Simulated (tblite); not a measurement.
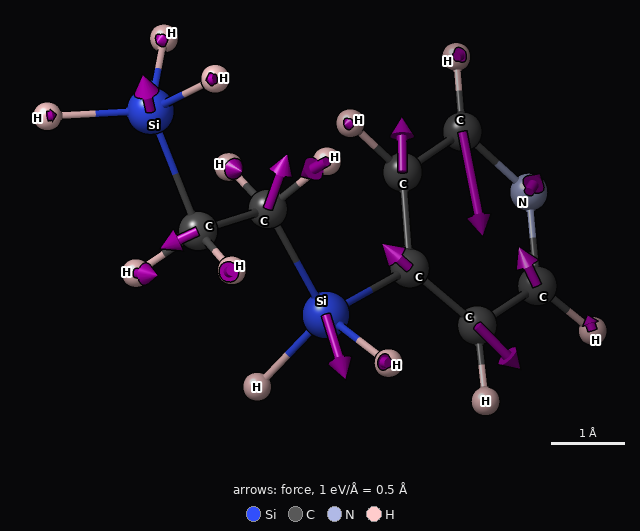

Starting geometry of C$_{7}$H$_{13}$NSi$_{2}$ with the computed forces as purple arrows. Style: ball-and-stick. Shown from a free direction.

Theory: tblite 0.8.0, GFN2-xTB geometry optimisation, gas phase. 

Is this structure relaxed? If not, where do the atoms go?

Answer. It isn't relaxed: the largest force vector, on a C atom, is 3.03 eV/Å. The final displacements have little in common with the starting forces (cosine between the two patterns 0.12). The largest move after the best rigid fit is that of an H atom, 1.17 Å. By element the largest moves are H 1.17 Å, Si 0.37 Å, C 0.36 Å, N 0.33 Å. Among the contacts that change: C–Si 1.834 → 1.899 Å, C–H 1.138 → 1.092 Å, C–Si 1.850 → 1.892 Å, C–C 1.353 → 1.392 Å. Bond angles that change, for instance: N–C–C 116.1° → 123.5°, N–C–H 122.0° → 115.4°, Si–C–C 106.4° → 112.7°. Groups turn about C–Si by about 35°. After 108 geometry steps the energy has fallen by 0.582 eV.
